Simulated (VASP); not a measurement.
Here is the system:

```
CELL_PARAMETERS angstrom
      2.82147     0.00000     0.00000
      0.00000     2.82147     0.00000
      0.00000     0.00000     2.82147
ATOMIC_POSITIONS crystal
  Al 0.50000 0.50000 0.50000
  Co 0.00000 0.00000 0.00000
```

Calculation: revTPSS meta-GGA, VASP's PBE PAW potentials (set 64) (plane waves; VASP 6.6.1). Run with 520 eV cut-off, 14×14×14 Γ-centred mesh, tetrahedra with Blöchl corrections, potentials Al Co.

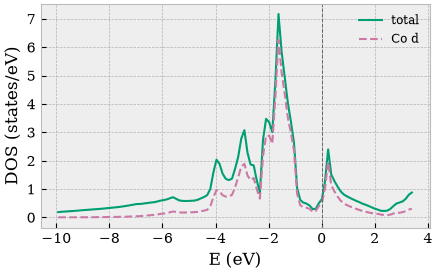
Figure. Total and projected density of states, zero at the Fermi level

Within 2 eV below the Fermi level the largest weight inside VASP's projection spheres is Co d.

It has no gap at this level: it comes out as a metal or semimetal.

The compound is CoAl in the CsCl type structure. It was relaxed first. The run is not spin-polarised, so no magnetic state was tried.
